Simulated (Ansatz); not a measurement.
# Phonon calculation of GaH3O2

System: GaH3O2.
Method: RKS PBE-D4/def2-SVP (Ansatz 0.2.0).

It belongs to a series of runs on one base structure; here: vibrations at the highest image of the band.

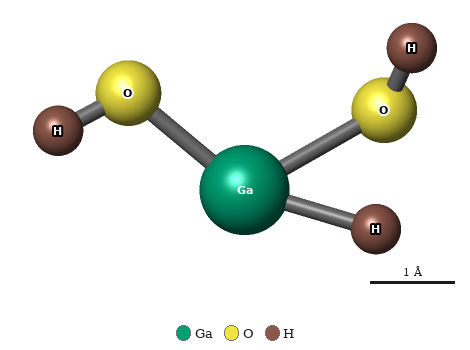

Figure 1. The input geometry (ball-and-stick view, seen on its broad side). Sticks mark near contacts. Bond lengths as drawn: Ga–H 1.64 Å, Ga–O 1.81 to 1.97 Å and H–O 0.98 Å.

### Results in brief

```tsv
quantity	value
outcome	converged
total energy	−56498.0234 eV
mean-field energy	−56497.9466 eV
largest force (length of the vector)	0.006 eV/Å
hardware	1 thread of Arm Neoverse V1, 24 GiB of memory available, shared host
wall time	39 s
peak memory	0.11 GiB
```

### Input file
```yaml
crystal:
  periodic: [false, false, false]
  atoms:
    - { symbol: Ga, position_ang: [0.170957, -0.148496, -0.358247] }
    - { symbol: O, position_ang: [0.904093, 0.295866, 1.411013] }
    - { symbol: H, position_ang: [0.689939, -0.24117, 2.206829] }
    - { symbol: H, position_ang: [1.685709, -0.307825, 0.245311] }
    - { symbol: O, position_ang: [-1.633818, -0.250249, -0.303095] }
    - { symbol: H, position_ang: [-2.021881, -0.476227, -1.169913] }
basis:
  gaussian: { orbitals: def2-SVP }
hamiltonian:
  xc: pbe
  dispersion: d4
phonons: {}
```

Launched with:
```bash
ansatz run input.yaml --threads 1 --pin off --max-ram 2048MiB --backend cpu --events-out ev --progress --plain --runs-dir out
```

### Log
```
Engine: ansatz 0.2.0, aarch64-unknown-linux-gnu
Functional definition: PBE
  parameter kappa = 0.804
  parameter beta = 0.06672455060314922
  exchange = pbe_x(kappa = kappa, mu = beta*pi^2/3)
  correlation = pbe_c(beta = beta)
815 factors; their error is unknown
mean field evaluation 1: about -56484.0556 eV, gradient 8.7e1 eV
mean field evaluation 2: about -56350.1256 eV, gradient 2.3e2 eV
mean field evaluation 4: about -56492.8380 eV, gradient 4.9e1 eV
mean field evaluation 8: about -56497.9746 eV, gradient 3.1e-1 eV
mean field evaluation 16: about -56497.9465 eV, gradient 4.7e-4 eV
mean field -56497.94651990 eV, -2076.2612389228 hartree, gradient 4.7e-5 eV, S^2 0.000000; 0 other end points of the search recorded, 0 dependent functions left out
the calculation of the forces begins
reference -56497.94655507 eV, -2076.2612402153 hartree; 25, 25 occupied and 50, 50 virtual orbitals, 815 factors
these checks for a lower state are left out or cut short: stability, starts, cluster_reference, orbital_swaps, neighbouring_geometries, increment
815 factors; their error is unknown
mean field -56497.94643428 eV, -2076.2612357762 hartree, gradient 2.2e-6 eV, S^2 0.000000; 0 other end points of the search recorded, 0 dependent functions left out
[... from here on the field's lines of each further geometry are left out, up to the last ...]
the calculation of the forces begins
reference -56497.94643125 eV, -2076.2612356650 hartree; 25, 25 occupied and 50, 50 virtual orbitals, 815 factors
these checks for a lower state are left out or cut short: stability, starts, cluster_reference, orbital_swaps, neighbouring_geometries, increment
815 factors; their error is unknown
mean field -56497.94640766 eV, -2076.2612347980 hartree, gradient 1.3e-6 eV, S^2 0.000000; 0 other end points of the search recorded, 0 dependent functions left out
the calculation of the forces begins
reference -56497.94644284 eV, -2076.2612360909 hartree; 25, 25 occupied and 50, 50 virtual orbitals, 815 factors
WARN: phonons: modes at or below zero, which the zero-point energy, F, S and C_V leave out: 1, the lowest at -1137.63 cm⁻¹. A minimum has none, and a first-order saddle one
Total energy: -56498.02340946 eV, -2076.2640645621 hartree
Atom 0 at     0.170957    -0.148496    -0.358247 Å, force     0.002976    -0.000986    -0.000950 eV/Å
Atom 1 at     0.904093     0.295866     1.411013 Å, force    -0.000508     0.001695     0.000131 eV/Å
Atom 2 at     0.689939    -0.241170     2.206829 Å, force    -0.000209    -0.001114    -0.001809 eV/Å
Atom 3 at     1.685709    -0.307825     0.245311 Å, force     0.001360    -0.000148     0.000771 eV/Å
Atom 4 at    -1.633818    -0.250249    -0.303095 Å, force    -0.005510     0.000751     0.003344 eV/Å
Atom 5 at    -2.021881    -0.476227    -1.169913 Å, force     0.001890    -0.000197    -0.001487 eV/Å
Dipole moment:    -0.057803    -0.295219    -0.163765 e Å
Vibrations: -1137.63 163.04 237.18 321.03 425.10 526.75 653.04 751.78 778.68 1697.48 3608.86 3720.65 cm⁻¹, zero-point energy 0.798682 eV
```

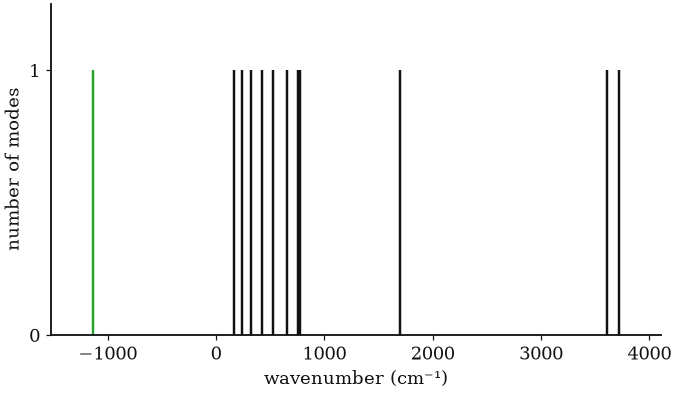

Figure 2. Harmonic vibrational wavenumbers from the force constants; neighbouring modes closer than 22 cm⁻¹ are counted in one stick, and imaginary ones are drawn at negative wavenumbers. 12 modes from 1138i to 3721 cm⁻¹, 1 imaginary beyond 8i (1138i cm⁻¹): a first-order saddle point, if the geometry is stationary.
